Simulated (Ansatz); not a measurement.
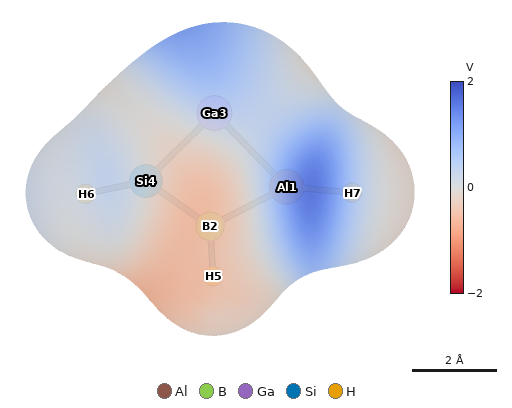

AlBGaH3Si. The molecular electrostatic potential painted on the density surface at 0.001 e/bohr³, seen across its widest extent; the colour scale runs from red (negative) to blue (positive).

Geometry: B3LYP-D3(BJ)/def2-SVP.

Method: Ansatz, isolated molecule in a Gaussian basis; Kohn-Sham density functional theory, functional PBE0.

Input

```
crystal:
  periodic: [false, false, false]
  atoms:
    - symbol: Al
      position_ang: [-2.487699, 0.828567, 0.043267]
    - symbol: B
      position_ang: [-1.919712, -1.081926, 0.634518]
    - symbol: Ga
      position_ang: [-3.536742, 0.391215, 2.263508]
    - symbol: Si
      position_ang: [-2.558548, -1.719105, 2.295667]
    - symbol: H
      position_ang: [-1.203827, -1.639606, -0.165927]
    - symbol: H
      position_ang: [-2.371261, -2.999562, 3.034010]
    - symbol: H
      position_ang: [-2.412122, 1.972433, -1.045130]
basis:
  gaussian:
    orbitals: def2-TZVPD
hamiltonian:
  xc: pbe0
output: {forces: true, orbitals: {seedname: orbitals}}
```

Command:

```sh
ansatz run input.yaml --threads 1 --pin off --max-ram 2610MiB --events-out events.jsonl --progress --plain --runs-dir runs
```

> Where is the surface potential most negative and most positive?

The most negative region (about −0.6 V) lies over H5, the most positive (about +1.5 V) over Al1.
